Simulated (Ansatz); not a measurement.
# CO2 (Pa-3): bands and screening cutoff converge together, part 2 of 2

Aim: vary empty bands and screening cutoff apart and together in G0W0 on CO2 (Pa-3).

Ansatz 0.2.0; G0W0 on PBE, plane waves, PAW; PAW set soft_1. Known limits of the many-body steps: not at the basis limit; coarse k mesh.

So far. Step 7 (692 empty bands, screening to 150 eV): The G0W0 gap on the mesh is 10.546 eV.

### 8. 1230 empty bands, screening to 220 eV

input.yaml reads:

```yaml
crystal:
  lattice:
    - [5.49707328, 0.0, 0.0]
    - [0.0, 5.49707328, 0.0]
    - [0.0, 0.0, 5.49707328]
  atoms:
    - { symbol: C, position: [0.0, 0.0, 0.0] }
    - { symbol: C, position: [0.5, 0.0, 0.5] }
    - { symbol: C, position: [0.5, 0.5, 0.0] }
    - { symbol: C, position: [0.0, 0.5, 0.5] }
    - { symbol: O, position: [0.12253698, 0.12253698, 0.12253698] }
    - { symbol: O, position: [0.37746302, 0.87746302, 0.62253698] }
    - { symbol: O, position: [0.62253698, 0.37746302, 0.87746302] }
    - { symbol: O, position: [0.87746302, 0.62253698, 0.37746302] }
    - { symbol: O, position: [0.87746302, 0.87746302, 0.87746302] }
    - { symbol: O, position: [0.62253698, 0.12253698, 0.37746302] }
    - { symbol: O, position: [0.37746302, 0.62253698, 0.12253698] }
    - { symbol: O, position: [0.12253698, 0.37746302, 0.62253698] }
kpoints:
  mp_grid: { grid: [2, 2, 2] }
hamiltonian:
  xc: pbe
  pseudopotentials: { kind: paw, azcp: { folder: soft_1 } }
scf:
  occupations: { method: fixed }
gw:
  n_empty_bands: 1230
  ecut_chi: 220
  qp_bands: [v4, c4]
  qp_kpoints: band_edges
  screening: { model: contour_deformation }
```

The run is started by

```sh
ansatz run input.yaml --threads 4 --pin off --max-ram 138240MiB --backend cuda --events-out ev --progress --plain --runs-dir out --devices 1 --max-vram 26GiB
```

Numbers of over 12 decimals in the logs are rounded to 6 here.

Output:

```text
GPUs: using 1 of 1 available (devices: 1).
[...]
GPU FFT provider: cuFFT
GPU libraries: cuBLAS 13.8.2, cuFFT 12.4.0, cuSOLVER 12.3.4
Crystal: 12 atoms, lattice volume = 166.110 Å³
Basis set: ecut = 420 eV, 3239 PW (Γ)
Bands: 44, of which v1, the nominal top of the filled ones, is band 32 counted from 1 (31 counted from 0)
Symmetry: 24 space group operations
[...]
k-points: 4 of 8
[...]
0    36      6.3073   -11.0059    -3.5922   -17.3055  0.8364     9.0582     9.0146  root
[...]
3    33      6.2345   -10.8974    -3.5719   -17.1563  0.8372     8.9637     8.9214  root
     3    34      6.2345   -10.8974    -3.5719   -17.1563  0.8372     8.9637     8.9214  root
     3    35      6.2345   -10.8974    -3.5719   -17.1563  0.8372     8.9637     8.9214  root
     3    36      6.2345   -10.8974    -3.5719   -17.1563  0.8372     8.9637     8.9214  root
[key lines of the parts left out:]
SCF converged after 8 iterations
Free energy (F): -5539.521743 eV
Fermi energy:    -1.652434 eV
```

Run time: 30 s. Hardware: 1 × NVIDIA H100 80GB HBM3 (shared by 3 runs) with 4 threads of AMD EPYC 7R13 (Zen 3), shared host; peak memory 2 GiB.

The G0W0 gap on the mesh is 10.631 eV.

### 9. 377 empty bands, screening to 300 eV

Edit input.yaml of step 8 so:

```diff
@@ -26,4 +26,4 @@
 gw:
-  n_empty_bands: 1230
-  ecut_chi: 220
+  n_empty_bands: 377
+  ecut_chi: 300
   qp_bands: [v4, c4]
```

Output:

```text
GPUs: using 1 of 1 available (devices: 1).
[...]
GPU FFT provider: cuFFT
GPU libraries: cuBLAS 13.8.2, cuFFT 12.4.0, cuSOLVER 12.3.4
Crystal: 12 atoms, lattice volume = 166.110 Å³
Basis set: ecut = 420 eV, 3239 PW (Γ)
Bands: 44, of which v1, the nominal top of the filled ones, is band 32 counted from 1 (31 counted from 0)
Symmetry: 24 space group operations
[...]
k-points: 4 of 8
[...]
0    36      6.3073   -11.0059    -3.2775   -17.3055  0.8365     9.3848     9.3294  root
[...]
3    33      6.2345   -10.8974    -3.2594   -17.1563  0.8373     9.2879     9.2340  root
     3    34      6.2345   -10.8974    -3.2594   -17.1563  0.8373     9.2879     9.2340  root
     3    35      6.2345   -10.8974    -3.2594   -17.1563  0.8373     9.2879     9.2340  root
     3    36      6.2345   -10.8974    -3.2594   -17.1563  0.8373     9.2879     9.2340  root
[key lines of the parts left out:]
SCF converged after 8 iterations
Free energy (F): -5539.521743 eV
Fermi energy:    -1.652434 eV
```

It took 9.1 s on 1 × NVIDIA H100 80GB HBM3 (shared by 3 runs) with 4 threads; peak memory 2.3 GiB; 12 s of CPU time.

The G0W0 gap on the mesh is 10.477 eV.

### 10. The grid

Start PBE, 2×2×2 mesh. Times are wall times on 1 × NVIDIA H100 80GB HBM3 (shared by 3 runs) with 4 threads of AMD EPYC 7R13 (Zen 3), shared host, good to a factor of about two.

```csv
cutoff (eV),plane waves at q = 0,bands summed,gap (eV),Σc valence (eV),Σc conduction (eV),time
50,147,165,10.360,3.54,-3.15,6.1 s
50,147,724,10.273,3.38,-3.39,7.1 s
100,389,409,10.419,3.37,-3.26,8.1 s
100,389,1991,10.438,3.23,-3.38,40 s
150,739,165,10.378,3.69,-2.98,5.3 s
150,739,724,10.546,3.19,-3.31,11 s
220,1237,1262,10.631,3.03,-3.38,30 s
300,1935,409,10.477,3.35,-3.21,9.1 s
```

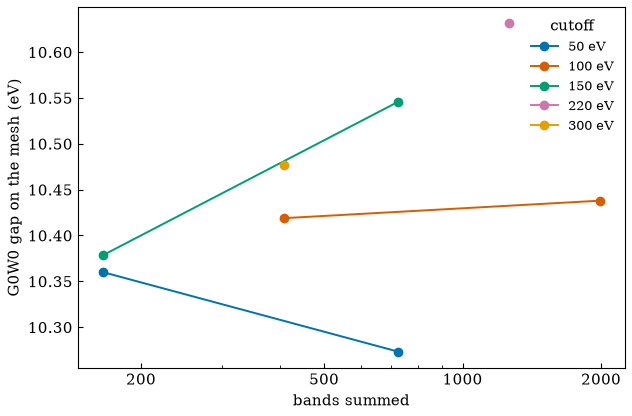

The gap against bands, one line for each screening cutoff.

### 11. Summary of results

```
165 bands, 50 eV                   : 10.360 eV
724 bands, 50 eV                   : 10.273 eV
409 bands, 100 eV                  : 10.419 eV
1991 bands, 100 eV                 : 10.438 eV
165 bands, 150 eV                  : 10.378 eV
724 bands, 150 eV                  : 10.546 eV
1262 bands, 220 eV                 : 10.631 eV
409 bands, 300 eV                  : 10.477 eV
estimated limit along the diagonal : 10.75 eV
mesh and start                     : 2×2×2, PBE
```

**Reading.** At 50 eV, going from 165 to 724 bands moves the gap by −0.09 eV. At 100 eV, going from 409 to 1991 bands moves the gap by +0.02 eV. At 150 eV, going from 165 to 724 bands moves the gap by +0.17 eV. At 165 bands, raising the cutoff from 50 to 150 eV moves it by +0.02 eV. At 724 bands, raising the cutoff from 50 to 150 eV moves it by +0.27 eV. At 409 bands, raising the cutoff from 100 to 300 eV moves it by +0.06 eV. Along the diagonal, where both rise together, the two highest rungs point to 10.75 eV. Gaps are over the mesh's points; an edge off the mesh would be missed. A low cutoff hides what high bands add, so a band series at one cutoff can look settled before the gap is. The 2×2×2 mesh is coarse for this cell (its supercell is 11 Å along the shortest edge). The RPA ε∞ on it, from the PBE start, is 1.94; such meshes misread the long-range screening, most where the gap is narrow.

[Paths, hosts, dates, memory and timing lines, banners, echoed tables and standing remarks are left out of the program output.]

[Logs are printed without paths, hosts, clocks, repeated set-up lines and the standing remarks that a program may print on its own settings, such as how far it seeks lower states.]

[Runs of the session that timed out or met a known fault of the program may be left out.]

[Cells called generated may have been cut or substituted from an entry of the Crystallography Open Database or the Materials Project.]

[Hosts, paths, dates, database ids (printed as entryN), source tags and the programs' standing remarks are cut or masked in the printed files.]
